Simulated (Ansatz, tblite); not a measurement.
**C28H24N6S6Si2: removing and adding an electron**

Aim: the energy of removing and adding an electron for C28H24N6S6Si2, by energy differences, and how well orbital energies stand in for it.

Computed with Ansatz 0.2.0, Gaussian basis. Level: as each input shows.

Levels to be run: charge +1 doublet, at the geometry of the singlet (PBE0-D4/def2-SVP, PBE-D4/def2-SVP); charge -1 doublet, at the geometry of the singlet (PBE0-D4/def2-SVP, PBE-D4/def2-SVP); the starting singlet's energies come from earlier runs.

1 further run of the same task is left out (set aside as unsound or not needed).

## (1) The structure

The singlet was relaxed beforehand with PBE-D4/def2-SVP.

66 atoms, charge 0, spin multiplicity 1.

Atoms are counted from 1 here; the program's logs count them from 0.

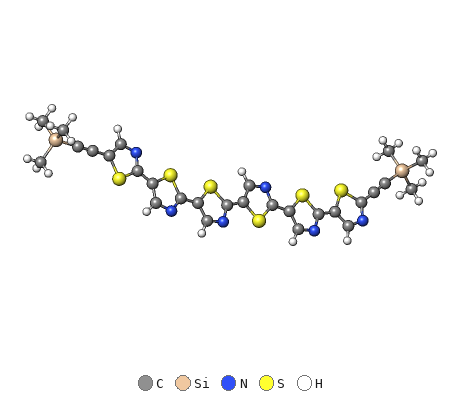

The structure; carbon grey, silicon light orange, nitrogen blue, sulfur yellow, hydrogen white.

## (2) Charge +1 doublet at the fixed geometry, PBE0-D4/def2-SVP

in.yaml

```yaml
crystal:
  periodic: [false, false, false]
  atoms:
    - {symbol: C, position_ang: [-14.951196, 2.831043, 1.838193]}
    - {symbol: Si, position_ang: [-14.652127, 1.056053, 1.262956]}
    - {symbol: C, position_ang: [-15.523306, 0.725632, -0.380929]}
    - {symbol: C, position_ang: [-15.220414, -0.175967, 2.578794]}
    - {symbol: C, position_ang: [-12.830924, 0.838733, 1.006375]}
    - {symbol: C, position_ang: [-11.610862, 0.702593, 0.845894]}
    - {symbol: C, position_ang: [-10.226396, 0.548058, 0.663500]}
    - {symbol: C, position_ang: [-9.168251, 1.153062, 1.353508]}
    - {symbol: N, position_ang: [-7.916815, 0.815676, 0.962294]}
    - {symbol: C, position_ang: [-7.936293, -0.055058, -0.036006]}
    - {symbol: C, position_ang: [-6.754896, -0.594117, -0.658075]}
    - {symbol: C, position_ang: [-6.616114, -1.508568, -1.706736]}
    - {symbol: N, position_ang: [-5.351958, -1.823184, -2.071342]}
    - {symbol: C, position_ang: [-4.465041, -1.172678, -1.328570]}
    - {symbol: C, position_ang: [-3.040699, -1.317042, -1.498584]}
    - {symbol: C, position_ang: [-2.391223, -2.130517, -2.432777]}
    - {symbol: N, position_ang: [-1.038456, -2.107079, -2.410190]}
    - {symbol: C, position_ang: [-0.579563, -1.289291, -1.474656]}
    - {symbol: C, position_ang: [0.816872, -1.061684, -1.218502]}
    - {symbol: C, position_ang: [1.455972, -0.243309, -0.282721]}
    - {symbol: N, position_ang: [2.810194, -0.253276, -0.299075]}
    - {symbol: C, position_ang: [3.271585, -1.070493, -1.237689]}
    - {symbol: C, position_ang: [4.669246, -1.291375, -1.496974]}
    - {symbol: C, position_ang: [5.292278, -2.113363, -2.441922]}
    - {symbol: N, position_ang: [6.644032, -2.111836, -2.446136]}
    - {symbol: C, position_ang: [7.124510, -1.297215, -1.514559]}
    - {symbol: C, position_ang: [8.538152, -1.103561, -1.298406]}
    - {symbol: C, position_ang: [9.570884, -1.724355, -2.013107]}
    - {symbol: N, position_ang: [10.832997, -1.403851, -1.651349]}
    - {symbol: C, position_ang: [10.845814, -0.531688, -0.652944]}
    - {symbol: C, position_ang: [11.991414, 0.010728, -0.035471]}
    - {symbol: C, position_ang: [12.990429, 0.491863, 0.512695]}
    - {symbol: Si, position_ang: [14.534941, 1.167476, 1.286754]}
    - {symbol: C, position_ang: [15.048010, 0.003787, 2.684098]}
    - {symbol: C, position_ang: [15.862931, 1.233683, -0.054407]}
    - {symbol: C, position_ang: [14.157541, 2.893745, 1.954171]}
    - {symbol: S, position_ang: [9.223490, -0.050935, -0.096033]}
    - {symbol: S, position_ang: [5.891353, -0.469010, -0.560002]}
    - {symbol: S, position_ang: [2.018829, -1.892274, -2.174824]}
    - {symbol: S, position_ang: [-1.847861, -0.477407, -0.540258]}
    - {symbol: S, position_ang: [-5.170877, -0.109653, -0.107549]}
    - {symbol: S, position_ang: [-9.556873, -0.518644, -0.561778]}
    - {symbol: H, position_ang: [-16.033227, 3.004981, 2.013206]}
    - {symbol: H, position_ang: [-14.412068, 3.038204, 2.784634]}
    - {symbol: H, position_ang: [-14.603042, 3.559569, 1.078441]}
    - {symbol: H, position_ang: [-16.620346, 0.851147, -0.268508]}
    - {symbol: H, position_ang: [-15.174748, 1.427475, -1.165199]}
    - {symbol: H, position_ang: [-15.330257, -0.307448, -0.734266]}
    - {symbol: H, position_ang: [-15.028375, -1.219367, 2.256718]}
    - {symbol: H, position_ang: [-14.687036, -0.009383, 3.536373]}
    - {symbol: H, position_ang: [-16.308943, -0.067682, 2.766780]}
    - {symbol: H, position_ang: [-9.322994, 1.868037, 2.173958]}
    - {symbol: H, position_ang: [-7.468204, -1.968199, -2.230729]}
    - {symbol: H, position_ang: [-2.938884, -2.757672, -3.149639]}
    - {symbol: H, position_ang: [0.921108, 0.388205, 0.443096]}
    - {symbol: H, position_ang: [4.742332, -2.741719, -3.159535]}
    - {symbol: H, position_ang: [9.376407, -2.436471, -2.827156]}
    - {symbol: H, position_ang: [15.245075, -1.016679, 2.298258]}
    - {symbol: H, position_ang: [14.255388, -0.067867, 3.455915]}
    - {symbol: H, position_ang: [15.973567, 0.373143, 3.172844]}
    - {symbol: H, position_ang: [15.558620, 1.903763, -0.883500]}
    - {symbol: H, position_ang: [16.818180, 1.612780, 0.364490]}
    - {symbol: H, position_ang: [16.047181, 0.226027, -0.478410]}
    - {symbol: H, position_ang: [13.362799, 2.859496, 2.726463]}
    - {symbol: H, position_ang: [15.065817, 3.334742, 2.414987]}
    - {symbol: H, position_ang: [13.820303, 3.570214, 1.143135]}
basis:
  gaussian: {orbitals: def2-SVP, fitting: {mean_field: def2-universal-jkfit}}
total_charge: 1
magnetization: {spin_polarized: true, initial_magnetization: 1}
hamiltonian: {xc: pbe0, dispersion: d4}
scf: {omitted_lower_state_checks: [starts]}
output: {orbitals: {seedname: orbitals}}
```

Started as:

```sh
$ ansatz run in.yaml --threads 4 --pin off --events-out ev --progress --plain --max-ram 66560MiB --backend cuda --devices 0, --max-vram 37GiB
```

What it wrote:

```text
Functional definition: PBE0
  name "PBE0"
  cite "Adamo & Barone, J. Chem. Phys. 110, 6158 (1999) doi:10.1063/1.478522"
  cite "Perdew, Burke & Ernzerhof, Phys. Rev. Lett. 77, 3865 (1996) doi:10.1103/PhysRevLett.77.3865"
  parent pbe
  parameter a = 0.25
  parameter kappa = 0.804
  parameter beta = 0.06672455060314922
  exchange = (1 - a)*pbe_x(kappa = kappa, mu = beta*pi^2/3) + a*exact_x
  correlation = pbe_c(beta = beta)
these checks for a lower state are left out or cut short: starts
4018 factors; integrals over basis functions are off by at most 2.5e-1 eV
mean field evaluation 1: about -118939.7836 eV, gradient 1.1e2 eV
mean field evaluation 2: about -118764.8686 eV, gradient 1.9e2 eV
mean field evaluation 4: about -118976.5092 eV, gradient 4.3e1 eV
mean field evaluation 8: about -118999.7848 eV, gradient 1.7e0 eV
mean field evaluation 16: about -118999.8088 eV, gradient 8.0e-2 eV
mean field evaluation 32: about -118999.8090 eV, gradient 1.6e-4 eV
mean field -118999.80898457 eV, -4373.1623192155 hartree, gradient 7.3e-5 eV, S^2 0.775329; 0 other end points of the search recorded, 0 dependent functions left out
reference -118999.80908528 eV, -4373.1623229165 hartree; 179, 178 occupied and 561, 562 virtual orbitals, 4018 factors
Total energy: -119002.23023452 eV, -4373.2512985097 hartree
Checks for a lower state left out: starts
```

Run time: 30 s. Hardware: 1 × H100 (card shared with other runs) with 4 threads of AMD EPYC 7R13, shared host; peak host memory 1.4 GiB.

HOMO -8.41 eV, LUMO -7.62 eV (over both spins); ⟨S²⟩ 0.775 (pure: 0.75).

## (3) Charge +1 doublet at the fixed geometry, PBE-D4/def2-SVP

start.molden holds the orbitals of an earlier run on this state, given as this run's starting guess.

Changes to in.yaml since step 2:

```diff
@@ -70,6 +70,6 @@
 basis:
-  gaussian: {orbitals: def2-SVP, fitting: {mean_field: def2-universal-jkfit}}
+  gaussian: {orbitals: def2-SVP, fitting: {mean_field: def2-universal-jkfit}, initial_orbitals: start.molden}
 total_charge: 1
 magnetization: {spin_polarized: true, initial_magnetization: 1}
-hamiltonian: {xc: pbe0, dispersion: d4}
+hamiltonian: {xc: pbe, dispersion: d4}
 scf: {omitted_lower_state_checks: [starts]}
```

The command is unchanged.

What it wrote:

```text
Functional definition: PBE
  name "PBE"
  cite "Perdew, Burke & Ernzerhof, Phys. Rev. Lett. 77, 3865 (1996) doi:10.1103/PhysRevLett.77.3865"
  parent pbe
  parameter kappa = 0.804
  parameter beta = 0.06672455060314922
  exchange = pbe_x(kappa = kappa, mu = beta*pi^2/3)
  correlation = pbe_c(beta = beta)
these checks for a lower state are left out or cut short: starts
4018 factors; integrals over basis functions are off by at most 2.5e-1 eV
mean field evaluation 1: about -118991.3333 eV, gradient 1.3e1 eV
mean field evaluation 2: about -118991.9659 eV, gradient 6.3e-1 eV
mean field evaluation 4: about -118991.9541 eV, gradient 4.9e-2 eV
mean field evaluation 8: about -118991.9542 eV, gradient 2.3e-5 eV
mean field -118991.95416596 eV, -4372.8736599557 hartree, gradient 2.3e-5 eV, S^2 0.751986; 0 other end points of the search recorded, 0 dependent functions left out
reference -118991.95429791 eV, -4372.8736648046 hartree; 179, 178 occupied and 561, 562 virtual orbitals, 4018 factors
Total energy: -118994.75629264 eV, -4372.9766362116 hartree
Checks for a lower state left out: starts
```

Wall time 11 s (1 × H100 (card shared with other runs) with 4 threads of AMD EPYC 7R13, shared host); peak host memory 1.4 GiB.

Report: HOMO -7.69 eV, LUMO -7.54 eV (over both spins); ⟨S²⟩ 0.752 (pure: 0.75).

## (4) Vertical ionisation energy

Charged state less starting state, singlet to doublet; the starting state's energies are those of its earlier runs.

```csv
level,vertical ionisation energy (eV),time
PBE-D4/def2-SVP,+6.38,21 s
PBE0-D4/def2-SVP,+6.82,40 s
```

Times add the two runs; a level without a time comes out of a correlated run.

Beside −ε(HOMO) of the starting state:

```csv
level,−ε(HOMO) (eV),by difference (eV),mismatch (eV)
PBE-D4/def2-SVP,5.11,6.38,-1.27
PBE0-D4/def2-SVP,5.92,6.82,-0.89
```

## (5) Charge -1 doublet at the fixed geometry, PBE0-D4/def2-SVP

Changes to in.yaml since step 3:

```diff
@@ -70,6 +70,6 @@
 basis:
-  gaussian: {orbitals: def2-SVP, fitting: {mean_field: def2-universal-jkfit}, initial_orbitals: start.molden}
-total_charge: 1
+  gaussian: {orbitals: def2-SVP, fitting: {mean_field: def2-universal-jkfit}}
+total_charge: -1
 magnetization: {spin_polarized: true, initial_magnetization: 1}
-hamiltonian: {xc: pbe, dispersion: d4}
+hamiltonian: {xc: pbe0, dispersion: d4}
 scf: {omitted_lower_state_checks: [starts]}
```

The command is unchanged.

What it wrote, cut to the lines that bear on the results:

```text
Functional definition: PBE0
  name "PBE0"
  cite "Adamo & Barone, J. Chem. Phys. 110, 6158 (1999) doi:10.1063/1.478522"
  cite "Perdew, Burke & Ernzerhof, Phys. Rev. Lett. 77, 3865 (1996) doi:10.1103/PhysRevLett.77.3865"
  parent pbe
[...]
4018 factors; integrals over basis functions are off by at most 2.5e-1 eV
[...]
mean field -119008.81333937 eV, -4373.4932231508 hartree, gradient 8.7e-5 eV, S^2 0.775052; 0 other end points of the search recorded, 0 dependent functions left out
reference -119008.81343729 eV, -4373.4932267494 hartree; 180, 179 occupied and 560, 561 virtual orbitals, 4018 factors
Total energy: -119011.31197656 eV, -4373.5850463741 hartree
Checks for a lower state left out: starts
```

It took 17 s on 1 × H100 (card shared with other runs) with 4 threads of AMD EPYC 7R13, shared host; peak host memory 1.4 GiB.

From the report: HOMO -1.36 eV, LUMO -0.46 eV (over both spins); ⟨S²⟩ 0.775 (pure: 0.75).

## (6) Charge -1 doublet at the fixed geometry, PBE-D4/def2-SVP

Changes to in.yaml since step 5:

```diff
@@ -70,6 +70,6 @@
 basis:
-  gaussian: {orbitals: def2-SVP, fitting: {mean_field: def2-universal-jkfit}}
+  gaussian: {orbitals: def2-SVP, fitting: {mean_field: def2-universal-jkfit}, initial_orbitals: start.molden}
 total_charge: -1
 magnetization: {spin_polarized: true, initial_magnetization: 1}
-hamiltonian: {xc: pbe0, dispersion: d4}
+hamiltonian: {xc: pbe, dispersion: d4}
 scf: {omitted_lower_state_checks: [starts]}
```

Same command.

What it wrote:

```text
Functional definition: PBE
  name "PBE"
  cite "Perdew, Burke & Ernzerhof, Phys. Rev. Lett. 77, 3865 (1996) doi:10.1103/PhysRevLett.77.3865"
  parent pbe
  parameter kappa = 0.804
  parameter beta = 0.06672455060314922
  exchange = pbe_x(kappa = kappa, mu = beta*pi^2/3)
  correlation = pbe_c(beta = beta)
these checks for a lower state are left out or cut short: starts
4018 factors; integrals over basis functions are off by at most 2.5e-1 eV
mean field evaluation 1: about -118999.9775 eV, gradient 1.3e1 eV
mean field evaluation 2: about -119000.5978 eV, gradient 6.2e-1 eV
mean field evaluation 4: about -119000.5851 eV, gradient 5.2e-2 eV
mean field evaluation 8: about -119000.5851 eV, gradient 2.0e-5 eV
mean field -119000.58513148 eV, -4373.1908420882 hartree, gradient 2.0e-5 eV, S^2 0.751489; 0 other end points of the search recorded, 0 dependent functions left out
reference -119000.58525594 eV, -4373.1908466619 hartree; 180, 179 occupied and 560, 561 virtual orbitals, 4018 factors
Total energy: -119003.47658642 eV, -4373.2971010974 hartree
Checks for a lower state left out: starts
```

It took 11 s on 1 × H100 (card shared with other runs) with 4 threads of AMD EPYC 7R13, shared host; peak host memory 1.4 GiB.

From the report: HOMO -1.06 eV, LUMO -0.93 eV (over both spins); ⟨S²⟩ 0.751 (pure: 0.75).

## (7) Vertical electron affinity

Starting state less charged state (positive: the electron is bound), singlet to doublet; the starting state's energies are those of its earlier runs.

```csv
level,vertical electron affinity (eV),time
PBE-D4/def2-SVP,+2.34,21 s
PBE0-D4/def2-SVP,+2.27,27 s
```

Times add the two runs; a level without a time comes out of a correlated run.

Beside −ε(LUMO) of the starting state:

```csv
level,−ε(LUMO) (eV),by difference (eV),mismatch (eV)
PBE-D4/def2-SVP,3.55,2.34,+1.22
PBE0-D4/def2-SVP,3.10,2.27,+0.83
```

## (8) Summary of results

| quantity | value |
| --- | --- |
| vertical ionisation energy, functionals in def2-SVP | 6.38 (PBE-D4) to 6.82 eV (PBE0-D4) |
| vertical electron affinity, functionals in def2-SVP | 2.27 (PBE0-D4) to 2.34 eV (PBE-D4) |

**Reading.** The vertical ionisation energy spans 6.38 to 6.82 eV over the functionals. −ε(HOMO) misses the level's own difference by -0.89 eV at best (PBE0-D4) and -1.27 eV at worst (PBE-D4). The vertical electron affinity spans 2.27 to 2.34 eV over the functionals. −ε(LUMO) misses the level's own difference by +0.83 eV at best (PBE0-D4) and +1.22 eV at worst (PBE-D4).
